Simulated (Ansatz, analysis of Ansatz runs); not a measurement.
# A hop of Br in Cs2Li3Br5 (C2/m), charge +1

Wanted: path and barrier of a jump of Br in Cs2Li3Br5 (C2/m) at charge +1. The case: V_Br hop (4.0 Å), in a cell of 60 host atoms with 1 Br taken out.

Program: Ansatz 0.2.0. Level of theory: plane-wave PAW DFT, PBEsol; nudged elastic band between two relaxed defect structures at fixed charge in a uniform background. Results are calculated unless marked as measured.

## Step 1: The structure

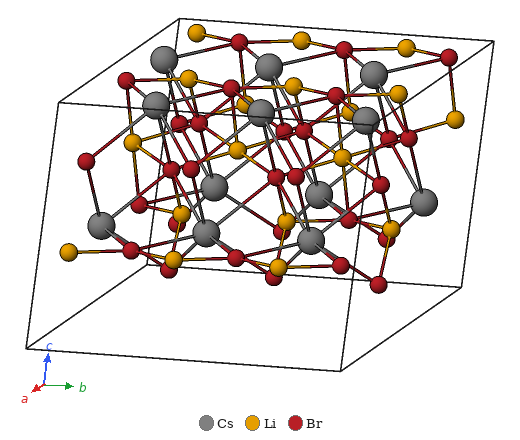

The starting structure, seen slightly off an axis (caesium grey, lithium orange, bromine red).

The cell holds 59 atoms: 12 Cs, 18 Li and 29 Br. Cell: a = 15.495 Å, b = 12.965 Å, c = 9.925 Å, α = 90.0°, β = 114.9°, γ = 90.0°. It derives from Cs2Li3Br5 (space group C2/m). Nearest the centre at fractional (0.484, 0.583, 0.821): Li44 at 1.48 Å, Br51 at 1.99 Å, Li30 at 2.00 Å, Br52 at 3.32 Å, Li25 at 3.40 Å, Br57 at 3.47 Å, Br32 at 3.65 Å, Li49 at 3.65 Å. The cell carries charge +1.

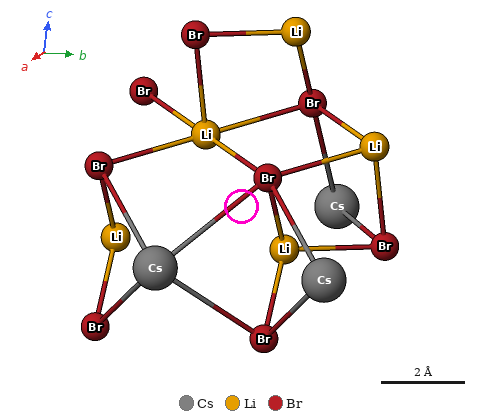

The atoms within 5 Å of the centre. A ring marks the middle of the ideal hop wherever no atom is near it.

The cell's shortest repeat is 9.9 Å.

## Step 2: Relaxation of the start point, charge +1

A barrier is counted from a minimum, so both ends are relaxed first. Small random displacements break the symmetry of the ideal sites, so that the defect can distort if it gains by it. The charge of +1 is set by the electron count, and a uniform background keeps the cell neutral.

Contents of qp1.start/input.yaml:

```yaml
crystal:
  lattice:
    - [15.49485591, 0.0, -0.00017883]
    - [0.0, 12.96468101, 0.0]
    - [-4.17735126, 0.0, 9.00330237]
  atoms:
    - { symbol: Cs, position: [0.18607097, 0.0, 0.72663788] }
    - { symbol: Cs, position: [0.68607097, 0.16666667, 0.72663788] }
    - { symbol: Cs, position: [0.31392903, 0.16666667, 0.27336212] }
    - { symbol: Cs, position: [0.81392903, 0.0, 0.27336212] }
    - { symbol: Li, position: [0.45099841, 0.0, 0.7086854] }
    - { symbol: Li, position: [0.95099841, 0.16666667, 0.7086854] }
    - { symbol: Li, position: [0.04900159, 0.16666667, 0.2913146] }
    - { symbol: Li, position: [0.54900159, 0.0, 0.2913146] }
    - { symbol: Li, position: [0.0, 0.0, 0.0] }
    - { symbol: Li, position: [0.5, 0.16666667, 0.0] }
    - { symbol: Br, position: [0.09880947, 0.16666667, 0.93955319] }
    - { symbol: Br, position: [0.59880947, 0.0, 0.93955319] }
    - { symbol: Br, position: [0.40119053, 0.0, 0.06044681] }
    - { symbol: Br, position: [0.90119053, 0.16666667, 0.06044681] }
    - { symbol: Br, position: [0.13324205, 0.0, 0.29728397] }
    - { symbol: Br, position: [0.63324205, 0.16666667, 0.29728397] }
    - { symbol: Br, position: [0.0, 0.16666667, 0.5] }
    - { symbol: Br, position: [0.5, 0.0, 0.5] }
    - { symbol: Br, position: [0.36675795, 0.16666667, 0.70271603] }
    - { symbol: Br, position: [0.86675795, 0.0, 0.70271603] }
    - { symbol: Cs, position: [0.18607097, 0.33333333, 0.72663788] }
    - { symbol: Cs, position: [0.68607097, 0.5, 0.72663788] }
    - { symbol: Cs, position: [0.31392903, 0.5, 0.27336212] }
    - { symbol: Cs, position: [0.81392903, 0.33333333, 0.27336212] }
    - { symbol: Li, position: [0.45099841, 0.33333333, 0.7086854] }
    - { symbol: Li, position: [0.95099841, 0.5, 0.7086854] }
    - { symbol: Li, position: [0.04900159, 0.5, 0.2913146] }
    - { symbol: Li, position: [0.54900159, 0.33333333, 0.2913146] }
    - { symbol: Li, position: [0.0, 0.33333333, 0.0] }
    - { symbol: Li, position: [0.5, 0.5, 0.0] }
    - { symbol: Br, position: [0.09880947, 0.5, 0.93955319] }
    - { symbol: Br, position: [0.59880947, 0.33333333, 0.93955319] }
    - { symbol: Br, position: [0.40119053, 0.33333333, 0.06044681] }
    - { symbol: Br, position: [0.90119053, 0.5, 0.06044681] }
    - { symbol: Br, position: [0.13324205, 0.33333333, 0.29728397] }
    - { symbol: Br, position: [0.63324205, 0.5, 0.29728397] }
    - { symbol: Br, position: [0.0, 0.5, 0.5] }
    - { symbol: Br, position: [0.5, 0.33333333, 0.5] }
    - { symbol: Br, position: [0.86675795, 0.33333333, 0.70271603] }
    - { symbol: Cs, position: [0.18607097, 0.66666667, 0.72663788] }
    - { symbol: Cs, position: [0.68607097, 0.83333333, 0.72663788] }
    - { symbol: Cs, position: [0.31392903, 0.83333333, 0.27336212] }
    - { symbol: Cs, position: [0.81392903, 0.66666667, 0.27336212] }
    - { symbol: Li, position: [0.45099841, 0.66666667, 0.7086854] }
    - { symbol: Li, position: [0.95099841, 0.83333333, 0.7086854] }
    - { symbol: Li, position: [0.04900159, 0.83333333, 0.2913146] }
    - { symbol: Li, position: [0.54900159, 0.66666667, 0.2913146] }
    - { symbol: Li, position: [0.0, 0.66666667, 0.0] }
    - { symbol: Li, position: [0.5, 0.83333333, 0.0] }
    - { symbol: Br, position: [0.09880947, 0.83333333, 0.93955319] }
    - { symbol: Br, position: [0.59880947, 0.66666667, 0.93955319] }
    - { symbol: Br, position: [0.40119053, 0.66666667, 0.06044681] }
    - { symbol: Br, position: [0.90119053, 0.83333333, 0.06044681] }
    - { symbol: Br, position: [0.13324205, 0.66666667, 0.29728397] }
    - { symbol: Br, position: [0.63324205, 0.83333333, 0.29728397] }
    - { symbol: Br, position: [0.0, 0.83333333, 0.5] }
    - { symbol: Br, position: [0.5, 0.66666667, 0.5] }
    - { symbol: Br, position: [0.36675795, 0.83333333, 0.70271603] }
    - { symbol: Br, position: [0.86675795, 0.66666667, 0.70271603] }
total_charge: 1
basis:
  ecutwfc: 420
  xc_grid: 2
hamiltonian:
  xc: pbesol
kpoints:
  mp_grid: { grid: [1, 1, 1], shift: [0.25, 0.25, 0.25] }
scf:
  occupations: { method: fixed }
  max_iter: 120
output:
  forces: true
relax:
  f_tol: 0.02
  max_steps: 70
  random_displacement: { amplitude: 0.03, seed: 1658 }
```

The run is started by

```bash
> ansatz run input.yaml --threads 4 --pin off --max-ram 7536MiB --backend cpu --events-out ev --progress --plain --runs-dir out
```

Numbers of over 12 decimals in the logs are rounded to 6 here.

Output:

```text
[... repeated set-up lines and file paths are left out, and long positions are rounded to six places ...]
The last accepted step is kept in <dir> (removed where the run ends without a failure and the disk answers)
Engine: ansatz 0.2.0, aarch64-unknown-linux-gnu
Pseudopotentials: kind: paw
Pseudopotential: Cs, paw, valence charge 9, recommended cutoff 420 eV (normal), Cs.paw.azcp
Pseudopotential: Li, paw, valence charge 3, recommended cutoff 420 eV (normal), Li.paw.azcp
Pseudopotential: Br, paw, valence charge 7, recommended cutoff 420 eV (normal), Br.paw.azcp
Functional definition: PBEsol
  exchange = pbesol_x
  correlation = pbesol_c
Crystal: 59 atoms, lattice volume = 1808.626 Å³
Basis set: ecut = 420 eV, 35357 PW (Γ), exchange–correlation on 216×180×144 points (8 copies of the dense FFT grid, shifted against one another)
Bands: 241, of which v1, the nominal top of the filled ones, is band 182 counted from 1 (181 counted from 0)
Symmetry: 1 space group operations
k-points: 1
Non-local potential: Cs, projectors of the file, l = 0: 3, l = 1: 2, l = 2: 2, l = 3: 2
Non-local potential: Li, projectors of the file, l = 0: 3, l = 1: 2, l = 2: 1
Non-local potential: Br, projectors of the file, l = 0: 2, l = 1: 2, l = 2: 2
PAW form: soft (Blöchl's): semilocal exchange-correlation on the pseudo side does not see the compensation charge
PAW frozen core: Cs, regenerated for the run's functional, and the local potential with it (the file was generated under x = pbe(κ = 0.804, μ = 0.219515), c = pbe(β = 0.066725))
PAW frozen core: Br, regenerated for the run's functional, and the local potential with it (the file was generated under x = pbe(κ = 0.804, μ = 0.219515), c = pbe(β = 0.066725))
PAW one-centre angular grid: Cs, 194 points (default); XC on 64 Gauss nodes
PAW one-centre angular grid: Li, 110 points (default); XC on 64 Gauss nodes
PAW one-centre angular grid: Br, 110 points (default); XC on 64 Gauss nodes
Initial density: superposition of atomic densities (neutral atoms scaled as one to the charged cell's electrons: chi_scale 0, normalization atom), corrected by the library's trained network
Initial wavefunctions: pseudopotential atomic-orbital guess
Functional: x = pbesol(κ = 0.804, μ = 0.123457), c = pbesol(β = 0.046)
SCF iter   1: F=—  HF=-150141.071074 eV  |F-HF|=—  |Δ(HF+E_count)|=         —  Δρ=1.60e-3  dr2=1.77e-1  ethr=1.77e-3  ⟨swp⟩=7.0  Hψ=830  notcnv=0  defer=57
preconditioner: auto → Resta (q_TF=auto, 2.089 Å⁻¹)  ε∞=2.7  [insulator: Δε(μ)=3.124 eV  Ē_g=11.532 eV  n_scr=280 (ndim 8)  ℏωp=15.2 eV  f_vac=0.031  ε∞_Penn≈2.7]
SCF iter   2: F=—  HF=-150141.035620 eV  |F-HF|=—  |Δ(HF+E_count)|=   3.55e-2  Δρ=9.07e-4  dr2=5.62e-2  ethr=4.86e-5  ⟨swp⟩=5.0  Hψ=406  notcnv=0  defer=57
SCF iter   3: F=—  HF=-150141.035876 eV  |F-HF|=—  |Δ(HF+E_count)|=   2.56e-4  Δρ=2.73e-4  dr2=6.44e-3  ethr=1.54e-5  ⟨swp⟩=5.0  Hψ=374  notcnv=0  defer=51
automatic band count: iteration 3 solves 235 bands in place of 241: the levels show a gap, and the empty bands left out lie too high to hold charge; the band table lists the bands solved (type scf.n_extra_bands for more)
SCF iter   4: F=—  HF=-150141.042272 eV  |F-HF|=—  |Δ(HF+E_count)|=   6.40e-3  Δρ=9.00e-5  dr2=4.82e-4  ethr=1.77e-6  ⟨swp⟩=4.0  Hψ=422  notcnv=0  defer=51
SCF iter   5: F=—  HF=-150141.043585 eV  |F-HF|=—  |Δ(HF+E_count)|=   1.31e-3  Δρ=2.62e-5  dr2=3.41e-5  ethr=1.32e-7  ⟨swp⟩=4.0  Hψ=498  notcnv=0  defer=51
SCF iter   6: F=—  HF=-150141.043732 eV  |F-HF|=—  |Δ(HF+E_count)|=   1.47e-4  Δρ=7.83e-6  dr2=2.16e-6  ethr=2.75e-9  ⟨swp⟩=5.0  Hψ=849  notcnv=0
SCF iter   7: F=-150141.043737 eV  HF=-150141.043737 eV  |F-HF|=4.31e-7  |Δ(HF+E_count)|=   4.77e-6  Δρ=2.28e-6  dr2=2.25e-7  ethr=5.93e-10  ⟨swp⟩=2.0  Hψ=588  notcnv=0
SCF 1 converged in 7 iterations: F = -150141.043737 eV  dr2 = 2.25e-7
  greatest PAW one-centre occupation: 1.000 electrons in one spin orbital (limit 2), on the Li atom at site 6 (counted from 0), in its partial waves of l = 0
relax step   1: F+E_penalty+E_count = -150141.04373706 eV  Δ(F+E_penalty+E_count) = +0.000e0 eV  max|allowed force component| = 7.905e-1 eV/Å  Δτ_max = 0.0000 Å  (7 SCF iters, dr2 threshold 1.00e-5 eV, accepted)
[... the SCF cycles and remarks between the steps are left out from here to the last step ...]
relax step   2: F+E_penalty+E_count = -150141.51639196 eV  Δ(F+E_penalty+E_count) = -4.727e-1 eV  max|allowed force component| = 3.169e-1 eV/Å  Δτ_max = 0.1949 Å  (6 SCF iters, dr2 threshold 3.91e-5 eV, accepted)
relax step   3: F+E_penalty+E_count = -150141.72031108 eV  Δ(F+E_penalty+E_count) = -2.039e-1 eV  max|allowed force component| = 1.313e-1 eV/Å  Δτ_max = 0.1953 Å  (6 SCF iters, dr2 threshold 6.28e-6 eV, accepted)
relax step   4: F+E_penalty+E_count = -150141.75412805 eV  Δ(F+E_penalty+E_count) = -3.382e-2 eV  max|allowed force component| = 9.433e-2 eV/Å  Δτ_max = 0.1065 Å  (5 SCF iters, dr2 threshold 2.77e-6 eV, accepted)
relax step   5: F+E_penalty+E_count = -150141.74996981 eV  Δ(F+E_penalty+E_count) = +4.158e-3 eV  max|allowed force component| = 1.059e-1 eV/Å  Δτ_max = 0.2000 Å  (6 SCF iters, dr2 threshold 1.53e-6 eV, rejected (line search))
relax step   6: F+E_penalty+E_count = -150141.76847860 eV  Δ(F+E_penalty+E_count) = -1.435e-2 eV  max|allowed force component| = 2.444e-2 eV/Å  Δτ_max = 0.0795 Å  (6 SCF iters, accepted)
relax step   7: F+E_penalty+E_count = -150141.76894516 eV  Δ(F+E_penalty+E_count) = -4.666e-4 eV  max|allowed force component| = 2.105e-2 eV/Å  Δτ_max = 0.0322 Å  (5 SCF iters, accepted)
SCF iter   1: F=—  HF=-150141.769257 eV  |F-HF|=—  |Δ(HF+E_count)|=         —  Δρ=2.01e-4  dr2=1.02e-3  ethr=2.45e-6  ⟨swp⟩=3.0  Hψ=436  notcnv=0  defer=51
automatic band count: iteration 1 solves 235 bands in place of 241: the levels show a gap, and the empty bands left out lie too high to hold charge; the band table lists the bands solved (type scf.n_extra_bands for more)
SCF iter   2: F=—  HF=-150141.769086 eV  |F-HF|=—  |Δ(HF+E_count)|=   1.71e-4  Δρ=9.84e-5  dr2=1.81e-4  ethr=2.80e-7  ⟨swp⟩=2.0  Hψ=349  notcnv=0  defer=51
SCF iter   3: F=—  HF=-150141.769094 eV  |F-HF|=—  |Δ(HF+E_count)|=   8.66e-6  Δρ=1.99e-5  dr2=8.09e-6  ethr=4.98e-8  ⟨swp⟩=3.0  Hψ=368  notcnv=0  defer=50
SCF iter   4: F=—  HF=-150141.769653 eV  |F-HF|=—  |Δ(HF+E_count)|=   5.58e-4  Δρ=3.60e-6  dr2=4.81e-7  ethr=2.22e-9  ⟨swp⟩=2.0  Hψ=368  notcnv=0  defer=48
SCF iter   5: F=-150141.769653 eV  HF=-150141.769653 eV  |F-HF|=4.76e-8  |Δ(HF+E_count)|=   1.18e-7  Δρ=1.35e-6  dr2=4.08e-8  ethr=2.75e-11  ⟨swp⟩=4.0  Hψ=767  notcnv=0
SCF 8 converged in 5 iterations: F = -150141.769653 eV  dr2 = 4.08e-8
relax step   8: F+E_penalty+E_count = -150141.76965275 eV  Δ(F+E_penalty+E_count) = -7.076e-4 eV  max|allowed force component| = 2.766e-3 eV/Å  Δτ_max = 0.0173 Å  (5 SCF iters, accepted)
SCF converged after 5 iterations
Free energy (F): -150141.769653 eV
Harris-Foulkes:  -150141.769653 eV  (|F-HF|=4.76e-8)
Internal energy: -150141.769653 eV  (E = F + TS)
E sigma→0 (E₀):  -150141.769653 eV
Fermi energy:    1.748930 eV
--- Per-component energies (eV) ---
  E_band       = -2747.209222
  E_kinetic    = 5988.998079
  E_local      = -12175.844603  (includes V_loc(G=0)·N_el)
  E_nonlocal   = 1824.325319
  E_hartree    = 3610.963056
  E_xc         = -9867.180739
  E_vxc        = -4797.679926  (∫ρ·V_xc dr)
  E_paw        = -124036.330323  (= ΣΔE_a)
  E_vpaw       = -808.935654  (= ΣTr[D̂ρ^β])
  E_aug_tail   = 0.000272  (compensation charges beyond the density's cutoff)
  E_ewald      = -15491.106474
  E_core_change = 4.405760  (= ΣΔE_core)
  E_smearing   = -0.000000  (= −TS)
  E_closure    = 0.000000  (closes the sum)
  E_deformation_potential = 10.181401  (in the stress; not in F)
  Σ components = -150141.769653   (vs F -150141.769653, Δ=0.00e0)
--- Forces (eV/Å), atoms counted from 1 ---
  atom   1  Cs     0.00064628    -0.00168652     0.00249767
  atom   2  Cs     0.00022808    -0.00181708     0.00006372
  [... 19 atoms left out ...]
  atom  22  Cs     0.00032934    -0.00067794    -0.00080295
  [... 2 atoms left out ...]
  atom  25  Li    -0.00138972    -0.00000887     0.00177314
  [... 4 atoms left out ...]
  atom  30  Li    -0.00101945    -0.00068701    -0.00024698
  [... 1 atom left out ...]
  atom  32  Br    -0.00012677     0.00064793    -0.00214088
  [... 11 atoms left out ...]
  atom  44  Li    -0.00167736     0.00117216     0.00087376
  [... 4 atoms left out ...]
  atom  49  Li     0.00152080    -0.00079223    -0.00142394
  [... 1 atom left out ...]
  atom  51  Br     0.00042602     0.00049340    -0.00013427
  atom  52  Br    -0.00111439    -0.00046067     0.00024998
  [... 4 atoms left out ...]
  atom  57  Br     0.00079524    -0.00014428     0.00025455
  atom  58  Br    -0.00001236    -0.00126208     0.00143585
  [... 1 atom left out ...]
  max |Σ_I F_I| component: 7.56e-5 eV/Å
--- Relaxed structure (8 steps of the walk, 7 accepted, 0 SCFs on fresh bases) ---
  F+E_penalty+E_count = -150141.76965275 eV   max|allowed force component| = 2.766e-3 eV/Å
  atoms:
    - { symbol: Cs, position: [0.180862, -9.757763845239501e-5, 0.727402] }
    - { symbol: Cs, position: [0.689776, 0.166478, 0.724394] }
    [... 19 atoms left out ...]
    - { symbol: Cs, position: [0.689955, 0.499726, 0.723062] }
    [... 2 atoms left out ...]
    - { symbol: Li, position: [0.467791, 0.299444, 0.712370] }
    [... 4 atoms left out ...]
    - { symbol: Li, position: [0.526115, 0.499796, 0.035963] }
    [... 1 atom left out ...]
    - { symbol: Br, position: [0.601302, 0.341992, 0.938099] }
    [... 11 atoms left out ...]
    - { symbol: Li, position: [0.467834, 0.700143, 0.712617] }
    [... 4 atoms left out ...]
    - { symbol: Li, position: [0.496560, 0.843288, 0.008576] }
    [... 1 atom left out ...]
    - { symbol: Br, position: [0.601312, 0.656624, 0.937858] }
    - { symbol: Br, position: [0.404503, 0.659862, 0.050121] }
    [... 4 atoms left out ...]
    - { symbol: Br, position: [0.493030, 0.660030, 0.495962] }
    - { symbol: Br, position: [0.362213, 0.836845, 0.705939] }
    [... 1 atom left out ...]
```

The job ended after 3.3 min (4 threads of Arm Neoverse N1, shared host; peak memory 2.3 GiB; 13 min of CPU time).

Relaxation path:

| step | energy less that of the first step (eV) | largest force component (eV/Å) |
| --- | --- | --- |
| 1 | 0.0000 | 0.7905 |
| 2 | -0.4727 | 0.3169 |
| 3 | -0.6766 | 0.1313 |
| 4 | -0.7104 | 0.0943 |
| 5 | -0.7062 | 0.1059 |
| 6 | -0.7247 | 0.0244 |
| 7 | -0.7252 | 0.0211 |
| 8 | -0.7259 | 0.0028 |

Relaxation step 5 was tried and not accepted.

The atoms that moved most (Å, from the sites as typed, ahead of the random displacement, the mean shift of all atoms taken out):

| atom | dx | dy | dz | length |
| --- | --- | --- | --- | --- |
| Li25 | 0.242 | -0.438 | 0.037 | 0.501 |
| Li44 | 0.241 | 0.436 | 0.039 | 0.500 |
| Li30 | 0.251 | -0.001 | 0.327 | 0.413 |
| Cs23 | 0.002 | 0.001 | -0.230 | 0.230 |
| Li49 | -0.092 | 0.131 | 0.081 | 0.179 |
| Li10 | -0.083 | -0.120 | 0.079 | 0.166 |
| Br33 | 0.091 | 0.091 | -0.090 | 0.157 |
| Br52 | 0.091 | -0.086 | -0.089 | 0.154 |

Neighbours of Br51 at the end:

| atom | distance (Å) |
| --- | --- |
| Li44 | 2.388 |
| Li30 | 2.719 |
| Li49 | 3.153 |
| Cs43 | 3.587 |
| Cs22 | 3.610 |
| Br52 | 3.661 |
| Cs41 | 3.747 |
| Li47 | 3.935 |
| Br57 | 3.982 |

Numbers from this step:

| Item | Value |
| --- | --- |
| free energy | -150141.7697 eV |
| r.m.s. move of the farther half of the atoms | 0.04002 Å |
| largest move from the ideal geometry of this structure, a common shift of the far atoms taken out | 0.5140 Å |

The relaxation gained 0.726 eV and ended with a largest force component of 0.0028 eV/Å.

[end of part 1 of 4]

[Logs are printed without paths, hosts, clocks, repeated set-up lines and the standing remarks that a program may print on its own settings, such as how far it seeks lower states.]

[Hosts, paths, dates, database ids (printed as entryN), source tags and the programs' standing remarks are cut or masked in the printed files.]
